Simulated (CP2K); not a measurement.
**C2H5FS (SMILES CC(F)S) at 3 levels**

We compute a comparison of 3 runs (GFN2-xTB, PM6, IPEA1-xTB) of C2H5FS. 

The results are computed with CP2K 2026.2.

5 further runs of the same task are left out: 2 that didn't finish, 3 set aside as unsound or not needed.

## (1) Starting point

C2H5FS: 9 atoms, total charge 0, spin state singlet. As SMILES, `CC(F)S`. Geometry: relaxed at GFN2-xTB. This is one conformer, not always the lowest.

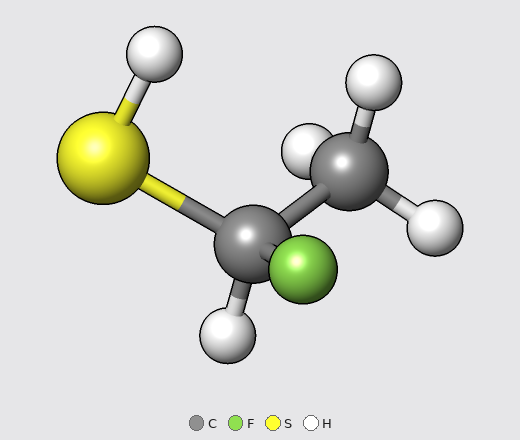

Viewed from a chosen angle; carbon grey, fluorine green, sulfur yellow, hydrogen white.

## (2) A single-point energy at GFN2-xTB (run 1)

The input, gas.inp:

```
&GLOBAL
   PROJECT gas
   RUN_TYPE ENERGY
   PRINT_LEVEL MEDIUM
&END GLOBAL
&FORCE_EVAL
   METHOD QUICKSTEP
   &DFT
      &QS
         METHOD XTB
         EPS_DEFAULT 1.0E-10
         &XTB
            GFN_TYPE TBLITE
            &TBLITE
               METHOD GFN2
            &END TBLITE
            CHECK_ATOMIC_CHARGES F
         &END XTB
      &END QS
      &POISSON
         PERIODIC NONE
         POISSON_SOLVER ANALYTIC
      &END POISSON
      ! self-consistent field
      &SCF
         SCF_GUESS RANDOM
         EPS_SCF 1.0E-07
         MAX_SCF 91
         ADDED_MOS 2
         &DIAGONALIZATION
            ALGORITHM STANDARD
         &END DIAGONALIZATION
         &MIXING
            METHOD DIRECT_P_MIXING
            ALPHA 0.4
         &END MIXING
      &END SCF
      &PRINT
         &MOMENTS
            PERIODIC F
            REFERENCE COM
            MAX_MOMENT 1
         &END MOMENTS
         &MO ON
            ENERGIES T
            OCCUPATION_NUMBERS T
            NDIGITS 6
            &EACH
               QS_SCF 0
            &END EACH
            ADD_LAST NUMERIC
         &END MO
         &HIRSHFELD OFF
         &END HIRSHFELD
      &END PRINT
   &END DFT
   &SUBSYS
      &CELL
         ABC 10.6 11 11.1
         PERIODIC NONE
      &END CELL
      &COORD
         SCALED T
         C    0.50942123   0.55818136   0.41651216
         C    0.51832972   0.44444227   0.49282477
         F    0.62248160   0.45059864   0.56574279
         S    0.37751840   0.42031045   0.58500315
         H    0.42667783   0.55301500   0.35904820
         H    0.50242406   0.63815591   0.47384279
         H    0.59348255   0.56640227   0.36083198
         H    0.52797594   0.36184409   0.43849414
         H    0.38298443   0.52722136   0.64095180
      &END COORD
   &END SUBSYS
&END FORCE_EVAL
```

Command:

```
$ OMP_NUM_THREADS=1 cp2k.psmp -i gas.inp -o gas.out
```

Standard output:

```text
CP2K| version string:                                       CP2K version 2026.2
[...]
 GLOBAL| Method name                                                        CP2K
[...]
 GLOBAL| Run type                                                         ENERGY
[...]
                             - Atoms:                                          9
[...]
                             - Spherical basis functions:                     26
[...]
 Number of electrons:                                                         26
[...]
  *** SCF run converged in    17 steps ***
[...]
  Fermi energy:                                                -0.25472640626621
[...]
 TB_DIPOLE| Moment [Debye]         -0.62550268       1.48884536      -1.51353026
 TB_DIPOLE| Derivative [a.u.]       0.00000000       0.00000000       0.00000000
[...]
 ENERGY| Total FORCE_EVAL ( QS ) energy [hartree]            -14.802436867753316
[...]
```

It took 0.28 s on 1 thread of Arm Neoverse V1, shared host.

## (3) The energy at PM6 (run 2)

The input, gas.inp:

```
&GLOBAL
  PROJECT_NAME gas
  RUN_TYPE ENERGY
  PRINT_LEVEL MEDIUM
&END

&FORCE_EVAL
  METHOD Quickstep
  &DFT
    CHARGE 0
    MULTIPLICITY 1
    &QS
      METHOD PM6
      EPS_DEFAULT 1.0E-10
      &SE
        &COULOMB
          CUTOFF [angstrom] 50
          RC_RANGE [angstrom] 0
        &END
        &EXCHANGE
          CUTOFF [angstrom] 50
          RC_RANGE [angstrom] 0
        &END
      &END
    &END
    &POISSON
      PERIODIC NONE
      POISSON_SOLVER ANALYTIC
    &END
    &SCF
      SCF_GUESS ATOMIC
      EPS_SCF 1.0E-06
      MAX_SCF 100
      ADDED_MOS 2
      &DIAGONALIZATION
        ALGORITHM STANDARD
      &END
      &MIXING
        METHOD DIRECT_P_MIXING
        ALPHA 0.4
      &END
    &END
    &PRINT
      &MOMENTS
        PERIODIC F
        REFERENCE COM
        MAX_MOMENT 1
      &END
      &MO ON
        ENERGIES T
        OCCUPATION_NUMBERS T
        NDIGITS 6
        &EACH
          QS_SCF 0
        &END
        ADD_LAST NUMERIC
      &END
      &HIRSHFELD OFF
      &END
    &END
  &END
  &SUBSYS
    &CELL
      ABC [angstrom] 18.6 19 19.1
      PERIODIC NONE
    &END
    &COORD
      UNIT bohr
      C      0.2748607     1.1628241    -1.3626059
      C      0.4533075    -1.2014690     0.2381244
      F      2.5395840    -1.0734967     1.7676498
      S     -2.3672977    -1.7030968     2.1716544
      H     -1.3825803     1.0554309    -2.5679677
      H      0.1346997     2.8252539    -0.1600409
      H      1.9587011     1.3337120    -2.5305512
      H      0.6465320    -2.9184363    -0.9015127
      H     -2.2578070     0.5192589     3.3452310
    &END
    &TOPOLOGY
      &CENTER_COORDINATES
      &END
    &END
  &END
&END
```

Command:

```
$ OMP_NUM_THREADS=1 cp2k.psmp gas.inp > gas.out
```

Standard output:

```text
CP2K| version string:                                       CP2K version 2026.2
[...]
 GLOBAL| Method name                                                        CP2K
[...]
 GLOBAL| Run type                                                         ENERGY
[...]
                             - Atoms:                                          9
[...]
                             - Spherical basis functions:                     26
[...]
 Number of electrons:                                                         26
[...]
     1 P_Mix/Diag. 0.40E+00    0.0     0.82921716       -29.7778828001 -2.98E+01
[...]
    23 DIIS/Diag.  0.18E-06    0.0     0.00000093       -35.2414213663 -1.68E-12
  *** SCF run converged in    23 steps ***
  Core-core repulsion energy [eV]:                           1692.83227212432894
  Core Hamiltonian energy [eV]:                             -1550.49545254657733
  Two-electron integral energy [eV]:                        -2202.60932805152515
  Electronic energy [eV]:                                   -2651.80011657233990
  Total energy [eV]:                                         -958.96784444801096
  Atomic reference energy [eV]:                               956.35484193058335
  Heat of formation [kcal/mol]:                               -60.25727431218574
[...]
 SE_DIPOLE| Moment [Debye]          0.27031674      -1.23916403       1.34868864
 SE_DIPOLE| Derivative [a.u.]       0.00000000       0.00000000       0.00000000
 ENERGY| Total FORCE_EVAL ( QS ) energy [hartree]            -35.241421366262408
[...]
```

It took 0.3 s on 1 thread of Arm Neoverse V1, shared host.

## (4) Energy and forces at IPEA1-xTB (run 3)

The input, molecule.xyz:

```xyz
9

C      0.145450     0.615340    -0.721060
C      0.239880    -0.635790     0.126010
F      1.343890    -0.568070     0.935400
S     -1.252720    -0.901240     1.149190
H     -0.731630     0.558510    -1.358910
H      0.071280     1.495060    -0.084690
H      1.036500     0.705770    -1.339110
H      0.342130    -1.544370    -0.477060
H     -1.194780     0.274780     1.770220
```

The input, molecule.inp:

```
&GLOBAL
  PROJECT_NAME molecule
  RUN_TYPE ENERGY_FORCE
  PRINT_LEVEL MEDIUM
&END GLOBAL
&FORCE_EVAL
  METHOD Quickstep
  &DFT
    CHARGE 0
    MULTIPLICITY 1
    &QS
      METHOD XTB
      EPS_DEFAULT 1.0E-10
      &XTB
        GFN_TYPE TBLITE
        &TBLITE
          METHOD IPEA1
        &END TBLITE
        CHECK_ATOMIC_CHARGES F
      &END XTB
    &END QS
    &POISSON
      PERIODIC NONE
      POISSON_SOLVER ANALYTIC
    &END POISSON
    &SCF
      SCF_GUESS ATOMIC
      EPS_SCF 1.0E-06
      MAX_SCF 150
      ADDED_MOS 8
      &DIAGONALIZATION
        ALGORITHM STANDARD
      &END DIAGONALIZATION
      &MIXING
        METHOD DIRECT_P_MIXING
        ALPHA 0.4
      &END MIXING
      &SMEAR ON
        METHOD FERMI_DIRAC
        ELECTRONIC_TEMPERATURE [K] 300
      &END SMEAR
    &END SCF
    &PRINT
      &MOMENTS
        PERIODIC F
        REFERENCE COM
        MAX_MOMENT 1
      &END MOMENTS
      &MO ON
        ENERGIES T
        OCCUPATION_NUMBERS T
        NDIGITS 6
        &EACH
          QS_SCF 0
        &END EACH
        ADD_LAST NUMERIC
      &END MO
      &HIRSHFELD OFF
      &END HIRSHFELD
    &END PRINT
  &END DFT
  &SUBSYS
    &CELL
      ABC [angstrom] 12.6 13 13.1
      PERIODIC NONE
    &END CELL
    &TOPOLOGY
      COORD_FILE_NAME molecule.xyz
      COORD_FILE_FORMAT XYZ
      &CENTER_COORDINATES
      &END CENTER_COORDINATES
    &END TOPOLOGY
  &END SUBSYS
  &PRINT
    &FORCES ON
    &END FORCES
  &END PRINT
&END FORCE_EVAL
```

Command:

```
$ OMP_NUM_THREADS=1 cp2k.psmp -i molecule.inp -o molecule.out
```

Standard output:

```text
CP2K| version string:                                       CP2K version 2026.2
[...]
 GLOBAL| Method name                                                        CP2K
[...]
 GLOBAL| Run type                                                   ENERGY_FORCE
[...]
                             - Atoms:                                          9
[...]
                             - Spherical basis functions:                     34
[...]
 Number of electrons:                                                         26
[...]
  *** SCF run converged in    13 steps ***
[...]
  Fermi energy:                                                -0.25777348874323
[...]
 TB_DIPOLE| Moment [Debye]         -0.57825697       0.92665405      -1.31058888
 TB_DIPOLE| Derivative [a.u.]       0.00000000       0.00000000       0.00000000
[...]
 ENERGY| Total FORCE_EVAL ( QS ) energy [hartree]            -16.822411241971714
 FORCES| Atomic forces [hartree/bohr]
 FORCES|   Atom     x               y               z               |f|
 FORCES|      1  1.41551583E-03 -4.02433612E-03  6.31188620E-03   7.61832486E-03
 FORCES|      2 -4.76178785E-03 -7.17911888E-03 -5.76893989E-03   1.03679814E-02
 FORCES|      3 -5.15799341E-03  1.07596504E-03  3.13325675E-03   6.13024426E-03
 FORCES|      4  1.24872454E-02  1.33506057E-02  1.33814918E-03   1.83292284E-02
 FORCES|      5 -3.43011028E-03 -4.43363263E-04 -2.74057280E-03   4.41281846E-03
 FORCES|      6 -5.61211438E-04  2.42405634E-03  1.82662893E-03   3.08667793E-03
 FORCES|      7  2.34761187E-03  4.64186040E-04 -2.07832751E-03   3.16957338E-03
 FORCES|      8 -1.15863263E-03  3.75909877E-03  2.25571177E-03   4.53447778E-03
 FORCES|      9 -1.18063747E-03 -9.42709360E-03 -4.27779262E-03   1.04193814E-02
 FORCES| Sum     5.76795556E-17 -2.56739074E-16  1.04083409E-17
 FORCES| Total atomic force                                       2.63344294E-16
[...]
```

Run time: 0.28 s. Hardware: 1 thread of Arm Neoverse V1, shared host.

## (5) Overview of the runs

```
run      level  SCF convergence threshold  iteration cap  energy (Eh)  dipole moment (D)  HOMO energy (eV)  LUMO energy (eV)  wall time
  1   GFN2-xTB                      1e-07             91   -14.802437               2.21            -10.64             -6.04     0.28 s
  2        PM6                      1e-06            100   -35.241421               1.85             -9.45             -0.04      0.3 s
  3  IPEA1-xTB                      1e-06            150   -16.822411               1.71            -11.29             -6.12     0.28 s
```

## (6) Results

| quantity | value |
| --- | --- |
| run 3: total energy | -16.82241 Eh |
| run 3: dipole moment (from atomic charges alone) | 1.71 D |
| run 3: HOMO energy | -11.29 eV |
| run 3: LUMO energy | -6.12 eV |
| run 3: HOMO–LUMO gap | 5.17 eV |
| run 3: largest force on an atom | 0.943 eV/Å |

What this shows: The dipole moment (its size) runs from 1.71 D (IPEA1-xTB) to 2.21 D (GFN2-xTB). Some of these are taken from atomic charges alone. The HOMO–LUMO gap runs from 4.60 eV (GFN2-xTB) to 9.41 eV (PM6). Force-field and semi-empirical energies have zeros of their own, so their totals don't compare. All runs together took 0.86 s, the longest 0.3 s.
